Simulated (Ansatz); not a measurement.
# H2O3 (trioxidane) at FCI/STO-3G

What is the vertical ionisation energy of H2O3 (trioxidane) at FCI/STO-3G? 

The results are computed with Ansatz 0.2.0.

27 further runs of the same task are left out: 2 that didn't finish, 25 set aside as unsound or not needed.

## (1) The system as given

The species is H2O3 (5 atoms), meant as a singlet with charge 0. As SMILES, `OOO`. Geometry: relaxed at PBE0-D4/def2-TZVP. This is a higher conformer, about 11 kJ/mol above the lowest found by a separate search.

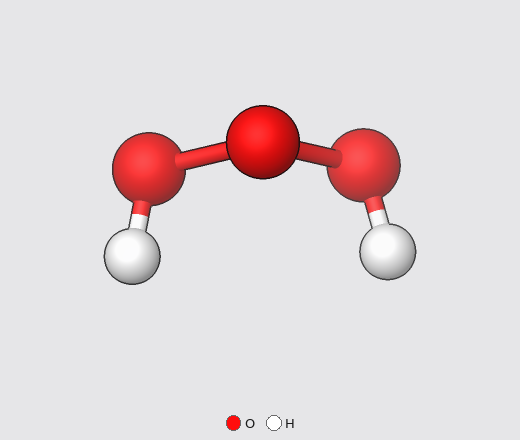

The structure, seen from a chosen angle (oxygen red, hydrogen white).

## (2) A single-point energy at FCI/STO-3G

File in.yaml:

```yaml
crystal:
  periodic: [false, false, false]
  atoms:
    - {symbol: O, position_ang: [-0.968320, -0.699970, -0.146130]}
    - {symbol: O, position_ang: [-0.133650, -0.043580, 0.770240]}
    - {symbol: O, position_ang: [1.173090, -0.066850, 0.261080]}
    - {symbol: H, position_ang: [-1.310410, 0.028200, -0.685190]}
    - {symbol: H, position_ang: [1.239280, 0.782200, -0.199990]}
basis:
  gaussian: {orbitals: STO-3G}
correlation: {method: fci, frozen_orbitals: {H: 0, O: 1}}
accuracy: high
```

Run with:

```console
ansatz run in.yaml --threads 1 --pin off --max-ram 3480MiB --events-out events.jsonl --progress --plain --runs-dir runs
```

The program printed:

```text
Warning: RAYON_NUM_THREADS=1 ignored (pool sized by the plan → 1); use --threads N
Functional definition: HF
  name "HF"
  exchange = exact_x
  correlation = 0
297 factors; integrals over basis functions are off by at most 4.4e-8 eV
mean field evaluation 1: about -6055.3772 eV, gradient 1.6e1 eV
mean field evaluation 2: about -6055.6043 eV, gradient 1.6e1 eV
mean field evaluation 4: about -6056.5179 eV, gradient 1.1e0 eV
mean field evaluation 8: about -6056.5225 eV, gradient 1.1e-5 eV
mean field -6056.52253297 eV, -222.5730978283 hartree, gradient 1.2e-8 eV, S^2 0.000000; 0 other end points of the search recorded, 0 dependent functions left out
3 core orbitals not correlated: weight in the atoms' cores, before any rotation towards them, 1.000 or more for the frozen orbitals, at most 0.000 for the correlated occupied ones
reference -6056.52253297 eV, -222.5730978283 hartree; 10, 10 occupied and 4, 4 virtual orbitals, 297 factors
state -6060.87768791 eV, -222.7331468201 hartree
Total energy: -6060.87768791 eV, -222.7331468201 hartree
```

Run time: 4.5 s. Hardware: 1 thread of Arm Neoverse V1, shared host; peak memory 0.14 GiB.

## (3) The doublet cation

File run.yaml:

```yaml
crystal:
  periodic: [false, false, false]
  atoms:
    - {symbol: O, position_ang: [-0.968320, -0.699970, -0.146130]}
    - {symbol: O, position_ang: [-0.133650, -0.043580, 0.770240]}
    - {symbol: O, position_ang: [1.173090, -0.066850, 0.261080]}
    - {symbol: H, position_ang: [-1.310410, 0.028200, -0.685190]}
    - {symbol: H, position_ang: [1.239280, 0.782200, -0.199990]}
basis:
  gaussian: {orbitals: STO-3G}
total_charge: 1
magnetization: {spin_polarized: true, initial_magnetization: 1}
correlation: {method: fci, frozen_orbitals: {H: 0, O: 1}}
accuracy: high
```

Run with:

```console
ansatz run run.yaml --threads 1 --pin off --max-ram 3480MiB --events-out events.jsonl --progress --plain --runs-dir runs
```

The program printed:

```text
Warning: RAYON_NUM_THREADS=1 ignored (pool sized by the plan → 1); use --threads N
[... 4 set-up lines as earlier in the session ...]
297 factors; integrals over basis functions are off by at most 4.4e-8 eV
mean field evaluation 1: about -6045.0217 eV, gradient 2.0e1 eV
mean field evaluation 2: about -6045.2151 eV, gradient 2.0e1 eV
mean field evaluation 4: about -6048.1509 eV, gradient 3.3e0 eV
mean field evaluation 8: about -6048.5043 eV, gradient 3.4e-1 eV
mean field evaluation 16: about -6048.5067 eV, gradient 2.5e-6 eV
mean field evaluation 32: about -6048.4217 eV, gradient 1.5e0 eV
mean field -6048.50670538 eV, -222.2785215976 hartree, gradient 3.9e-8 eV, S^2 0.787392; 4 other end points of the search recorded, 0 dependent functions left out
3 core orbitals not correlated: weight in the atoms' cores, before any rotation towards them, 1.000 or more for the frozen orbitals, at most 0.000 for the correlated occupied ones
reference -6048.41116690 eV, -222.2750106234 hartree; 10, 9 occupied and 4, 5 virtual orbitals, 297 factors
state -6053.16623053 eV, -222.4497559885 hartree
Total energy: -6053.16623053 eV, -222.4497559885 hartree
```

It took 37 s on 1 thread of Arm Neoverse V1, shared host; peak memory 0.28 GiB.

## (4) Results

At FCI/STO-3G, 3 core orbitals frozen:

```
                                                   quantity          value
                                 singlet H2O3: total energy  -222.73315 Eh
  singlet H2O3: correlation energy (3 core orbitals frozen)     -160.0 mEh
                               doublet cation: total energy  -222.44976 Eh
doublet cation: correlation energy (3 core orbitals frozen)     -174.7 mEh
         vertical ionisation energy (to the doublet cation)       7.711 eV
```

In words: Removing an electron at fixed nuclei costs 7.71 eV (178 kcal/mol). In a minimal basis such a difference can be off by several eV, whatever the method.
